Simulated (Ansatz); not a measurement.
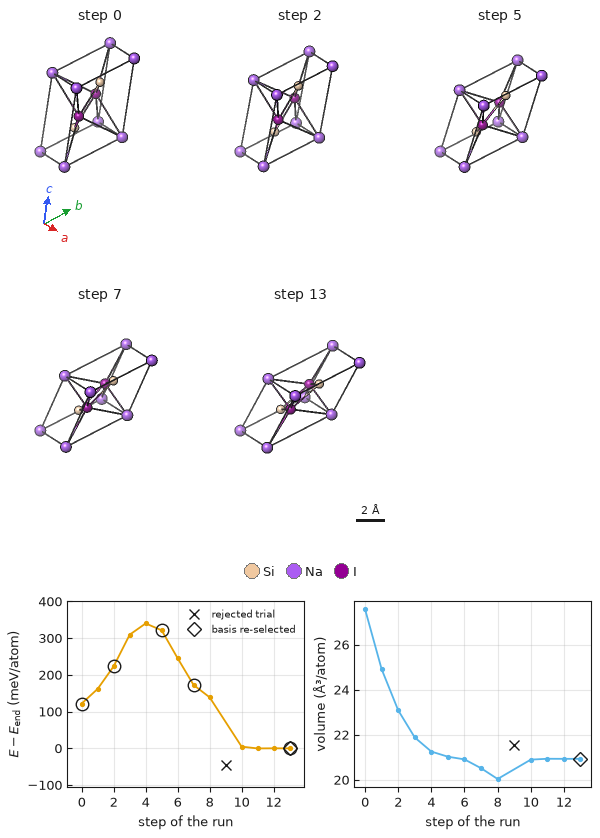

Frames of a relaxation of solid NaSi2I2 (a generated structure, set up in I4/mmm), marked on the history of the run. A ball-and-stick model of the cell of the calculation, seen slightly off an axis.

The start is a swapped structure.

Level of theory: DFT, PAW plane waves, r2SCAN in Ansatz. Set-up: plane-wave cutoff 500 eV; k-point mesh 6 × 6 × 6; occupations cold; smearing width 0.0501 eV; no spin polarisation; cell and atoms relaxed; at most 40 steps.

> Describe the path.

The energy falls by 122 meV per atom in 11 accepted moves (13 points after the start). With the target pressure of 20 GPa, the enthalpy E + pV changes by −950 meV per atom. The largest force component goes from 1.5 to 0.0019 eV/Å. Pressure: 5.30 GPa at the start and 20.00 GPa at the end. The line search rejected the trial step at point 9 of the run. The SCF was repeated once at an unchanged geometry on a basis and grid sized afresh for the cell, which shifted the energy by 0.1 meV per atom at most. The largest moves relative to the cell, 0.25 Å, are those of Si atoms. I and Na stay in place. The drawn cell changes as follows: a = b 4.811 → 5.365 Å (+11.5 %), c 6.858 → 5.255 Å (−23.4 %), α 69.5° → 59.3°, β 69.5° → 59.3°; the volume changes by −24.1 %. Among the contacts that change: Na–Si 4.573 → 2.539 Å, I–Na 3.828 → 3.241 Å, Si–Si 2.763 → 2.196 Å, I–I 3.402 → 3.793 Å. New bonds form: Si–Si (2.76 → 2.20 Å). Among the angles between lasting bonds that change: I–Si–I 112.9° → 149.9°, Si–I–Si 112.9° → 149.9°, Si–I–Si 107.8° → 93.9°. The space group stays I4/mmm (No. 139). From step 0 to 2: Si atoms move most (0.19 Å), volume −16.3 %, energy +102 meV per atom. From step 2 to 5: Si atoms move most (0.16 Å), volume −8.9 %, energy +97.9 meV per atom. From step 5 to 7: Si atoms move most (0.14 Å), volume −2.4 %, energy −149 meV per atom. From step 7 to 13: Si atoms move most (0.12 Å), volume +2.0 %, energy −172 meV per atom.

```tsv
step	E − E(0), meV/atom	largest force component, eV/Å	pressure, GPa	volume, Å³/atom	note
0	0.00	1.4655	5.30	27.570	
1	40.08	1.5749	9.67	24.913	
2	101.52	0.8271	15.00	23.087	
3	187.54	0.7215	18.75	21.882	
4	218.18	0.1358	20.69	21.257	
5	199.40	1.0812	22.37	21.029	
6	123.33	1.0214	22.24	20.911	
7	50.32	1.6985	23.18	20.519	
8	16.98	1.7159	25.10	20.041	
9	-166.98	1.8572	16.84	21.563	rejected
10	-117.35	0.1305	20.17	20.900	
11	-122.30	0.0015	19.98	20.938	
12	-121.94	0.0019	20.00	20.935	
13	-122.08	0.0019	20.00	20.935	same geometry, new basis
```
